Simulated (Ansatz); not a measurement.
## Electronic structure of BFGa2H (charge +1, triplet) in real space

```xyz
5

B     0.1384    1.8246    0.8598
F    -0.9937    1.2107    1.2207
Ga    1.9140    0.7247    2.0353
Ga    0.1328    1.9459   -1.5292
H     0.4560    2.9712    1.0978
```

Geometry: B3LYP-D3(BJ)/def2-SVP.

The calculation used isolated molecule in a Gaussian basis; Kohn-Sham density functional theory, functional PBE0 (Ansatz 0.2.0).

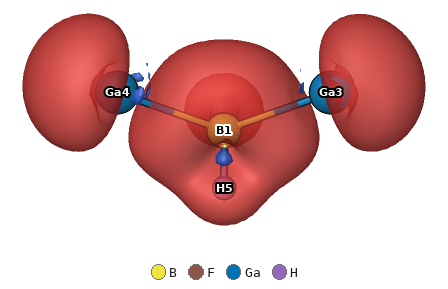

Figure 1. Isosurfaces of the spin density (α minus β) at +0.015 (red) and −0.015 e/Å³ (blue), seen from one side.

**Describe the spin distribution.**

The unpaired spin (2 electrons) lies mostly on B1 (about 0.7), Ga3 (about 0.5), Ga4 (about 0.5), F2 (about 0.1) and H5 (about 0.1), in electrons by Hirshfeld's partition.

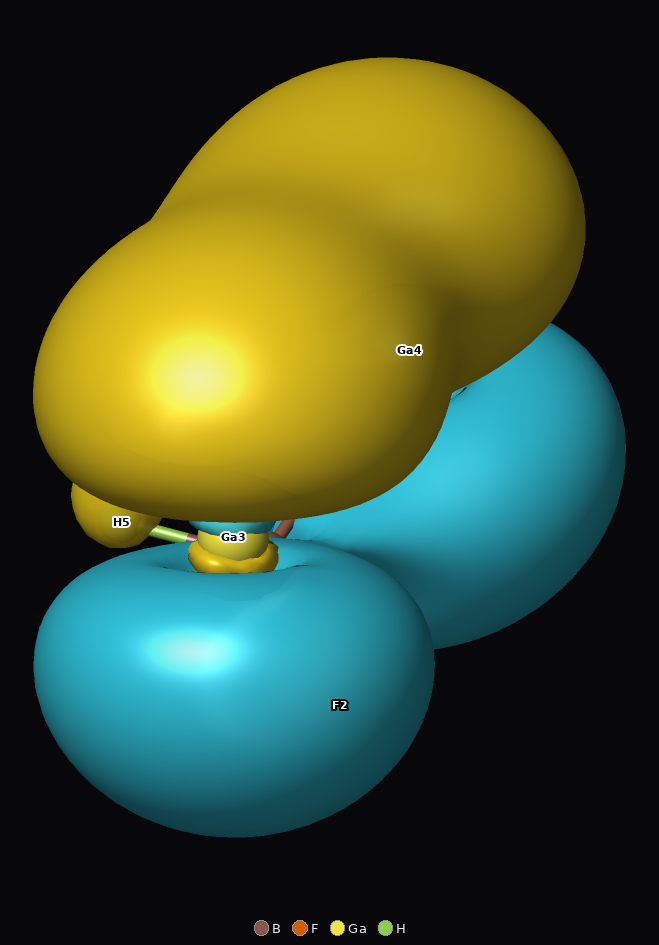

Figure 2. The LUMO (α) at ±0.06 Å⁻³ᐟ² (yellow and cyan are the two phases), seen at an oblique angle.

**Describe this orbital and give its energy.**

It lies mainly on Ga4 (about 45 %), Ga3 (about 45 %) and B1 (about 10 %). Its energy is −6.95 eV.

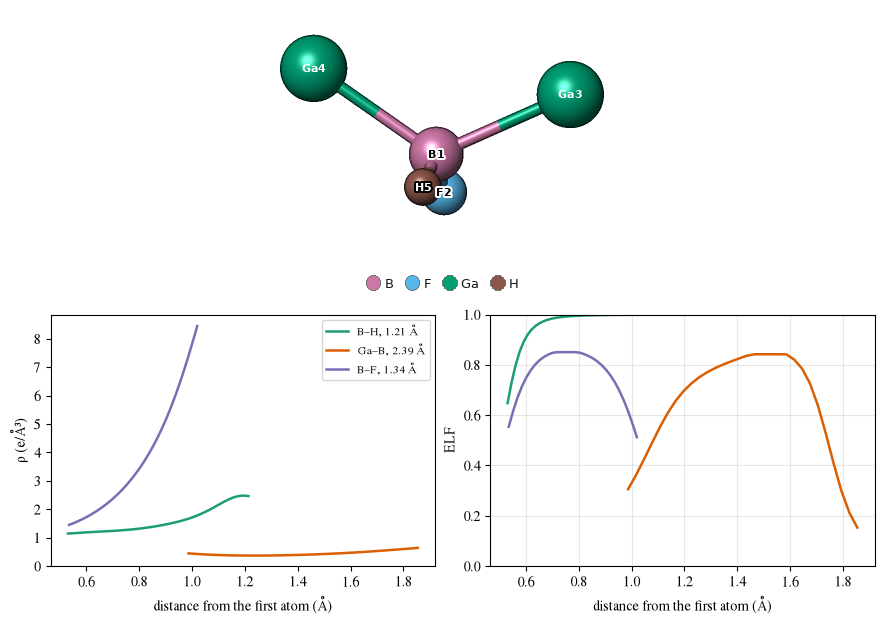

Figure 3. Total electron density and electron localisation function along straight lines between neighbouring atoms. The curves leave out the atomic cores. The structure is drawn too.

**What can be read from the curves?**

B–H (1.21 Å): the density is about 1.2 e/Å³ at the midpoint; the ELF climbs to about 1 towards the hydrogen, as it does in any bond to H; an ordinary covalent bond to hydrogen.
Ga–B (2.39 Å): ρ is about 0.37 e/Å³ halfway; the ELF peaks at about 0.85 between the atoms.
B–F (1.34 Å): ρ is about 2.1 e/Å³ halfway; the ELF peaks at about 0.85 between the atoms; a shared but strongly polarised pair.
